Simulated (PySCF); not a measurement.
# C₆H₈NSi (SMILES [SiH3]Nc1cc[c]cc1) (doublet): what the fields show

```yaml
atoms:
  - { symbol: Si, position_ang: [2.6596, -0.1607, -0.0468] }
  - { symbol: N, position_ang: [1.1955, 0.7492, -0.1784] }
  - { symbol: C, position_ang: [-0.1088, 0.3100, -0.0558] }
  - { symbol: C, position_ang: [-1.1624, 1.2109, -0.2191] }
  - { symbol: C, position_ang: [-2.4806, 0.7849, -0.0996] }
  - { symbol: C, position_ang: [-2.6960, -0.5314, 0.1821] }
  - { symbol: C, position_ang: [-1.7072, -1.4556, 0.3517] }
  - { symbol: C, position_ang: [-0.3910, -1.0252, 0.2292] }
  - { symbol: H, position_ang: [2.6980, -1.2190, -1.0603] }
  - { symbol: H, position_ang: [3.6950, 0.8421, -0.2831] }
  - { symbol: H, position_ang: [2.7796, -0.7498, 1.2903] }
  - { symbol: H, position_ang: [1.2551, 1.7352, -0.3824] }
  - { symbol: H, position_ang: [-0.9521, 2.2492, -0.4405] }
  - { symbol: H, position_ang: [-3.2910, 1.4860, -0.2291] }
  - { symbol: H, position_ang: [-1.9207, -2.4903, 0.5737] }
  - { symbol: H, position_ang: [0.4195, -1.7266, 0.3568] }
```

Geometry: GFN2-xTB.

Theory: UKS B3LYP, pcH-1 on C H N Si, non-relativistic, mean-field spin-orbit, GIAO (PySCF 2.14.0, density-fitted response routines).

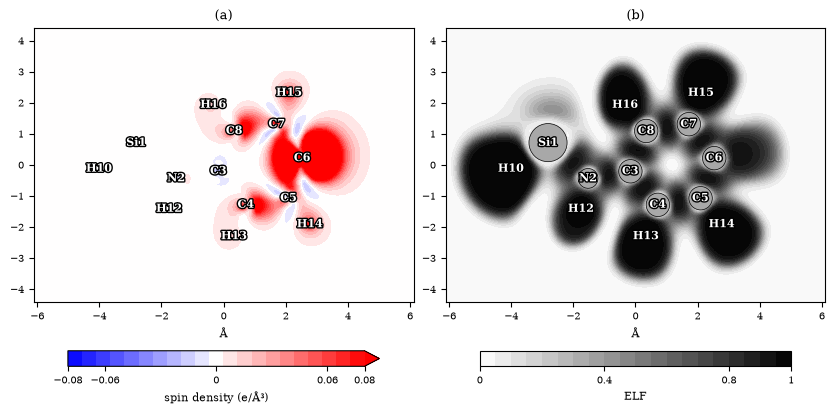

Figure 1. (a) spin density (α minus β); (b) electron localisation function on the plane of atoms C4, C3 and C8. Grey discs cover the atomic cores in the ELF map.

Q: Read the bonding off the picture.

A:
- Atoms in the plane: Si, N, C and H.
- C–C (1.36 Å): the ELF peaks at about 0.95 between the atoms, as expected for localised, covalent bonding.
- C–N (1.38 Å): the ELF peaks at about 0.95 between the atoms: a covalent bond.
- Si–N (1.73 Å): the ELF peaks at about 0.90 between the atoms: a shared but strongly polarised pair.
- N–H (1.01 Å): the ELF climbs to about 1 towards the hydrogen, as it does in any bond to H; an ordinary covalent bond to hydrogen.
- C–H (1.08 Å): the ELF climbs to about 1 towards the hydrogen; an ordinary covalent bond to hydrogen.
- The ELF also peaks beside C6, away from the bonds: non-bonding electrons, paired or unpaired.
- The unpaired spin (1 electron) lies mostly on C6 (about 0.8), in electrons by Hirshfeld's partition.

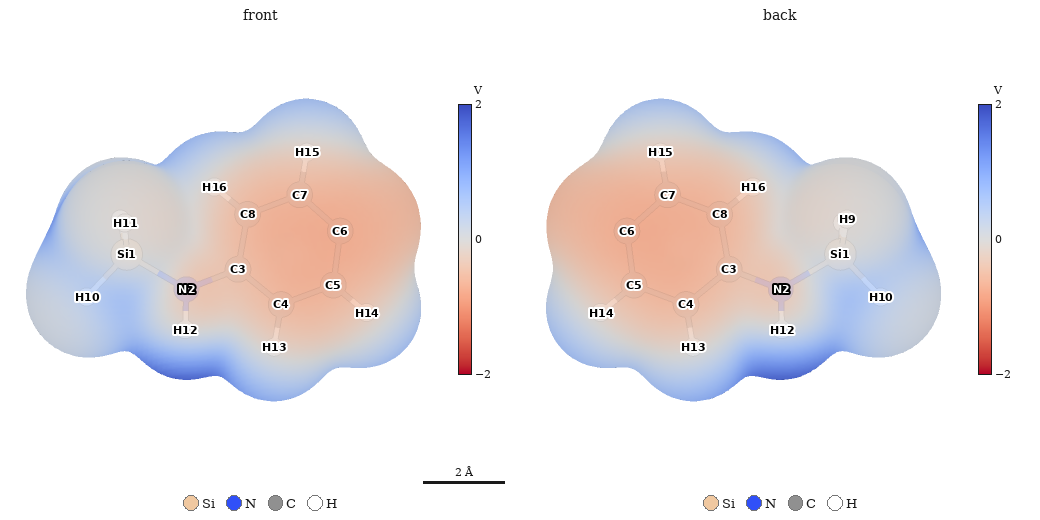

Figure 2. The molecular electrostatic potential painted on the density surface at 0.001 e/bohr³, seen from the front and from behind; red is negative and blue positive.

Q: Describe the electrostatic potential map.

A: The most negative region (about −0.8 V) lies over C5, C6, C7 and C8, the most positive (about +1.7 V) over H12.
